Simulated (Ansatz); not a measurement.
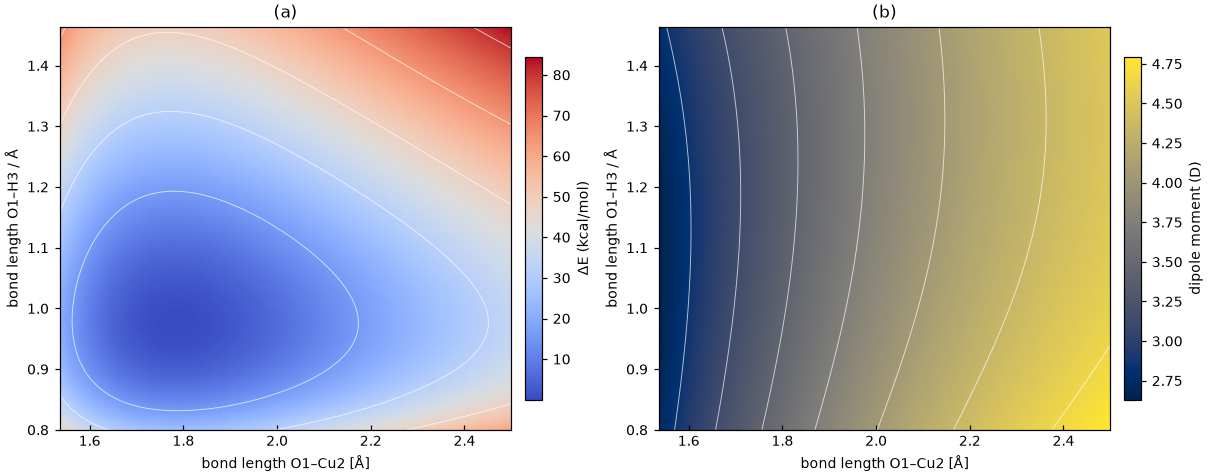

CuHO, SMILES [OH][Cu]. The first coordinate is: bond length O1–Cu2; the second: bond length O1–H3. Nothing is relaxed (all other coordinates rigid). The grid has 15 × 15 points. Energies: kcal/mol, counted from the relaxed molecule at the same level. The reference is spin-restricted, which grows unreliable where a bond is stretched far. Method: RKS PBE-D4/def2-TZVP (Ansatz).

Panel (a) is the energy and panel (b) the computed dipole moment on the same grid.

The picture shows a smooth colour map with a few white contour lines. Between grid points the surface is interpolated.

> How does the dipole moment vary over the map, and what is it at the lowest grid point?

Leaving out the highest fifth of the energies, it runs from 2.63 D at bond length O1–Cu2 = 1.536 Å, bond length O1–H3 = 1.085 Å to 4.74 D at bond length O1–Cu2 = 2.500 Å, bond length O1–H3 = 0.848 Å. At the lowest grid point, bond length O1–Cu2 = 1.811 Å, bond length O1–H3 = 0.990 Å, it is 3.46 D.
